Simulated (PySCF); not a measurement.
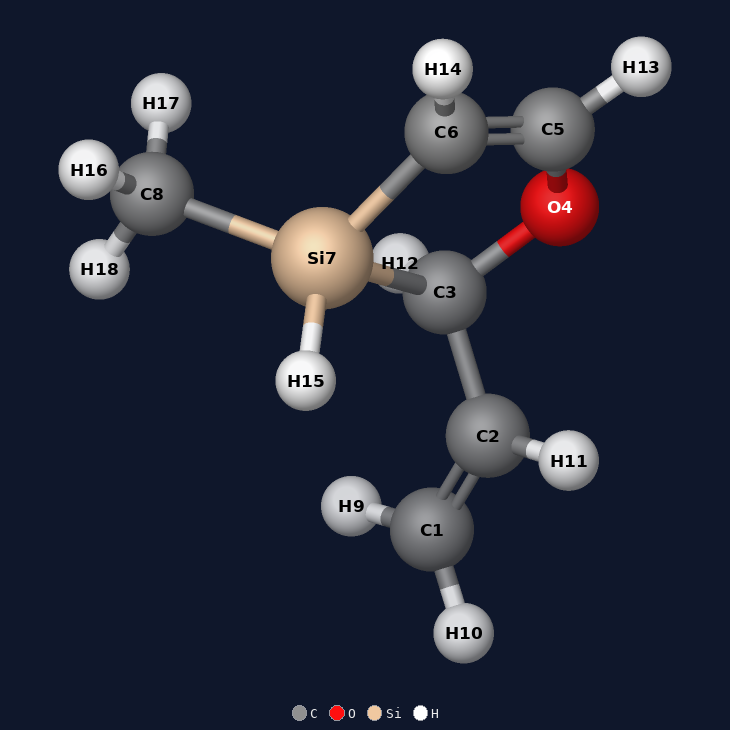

The geometry was computed by an optimisation with GFN2-xTB. No frequency run is at hand to confirm it as a minimum. Electric field gradients from the ground-state density, PBE0/pcSseg-1 (PySCF 2.14.0), non-relativistic apart from any core potentials.

Give the largest field-gradient component, the quadrupole coupling constant and the asymmetry for 17O at O4 (Q = −25.6 mb), 2H at H9 (Q = 2.86 mb), 2H at H10 (Q = 2.86 mb).

| atom | V_zz (a.u.) | e²qQ/h (MHz) | η |
| --- | --- | --- | --- |
| O4 | 1.800 | −10.83 | 0.61 |
| H9 | 0.337 | 0.226 | 0.06 |
| H10 | 0.341 | 0.229 | 0.06 |

The geometry is semi-empirical. Around Si such bond lengths and angles can be off by a tenth of an ångström or more and by several degrees, and values that hang on the shape move with them.
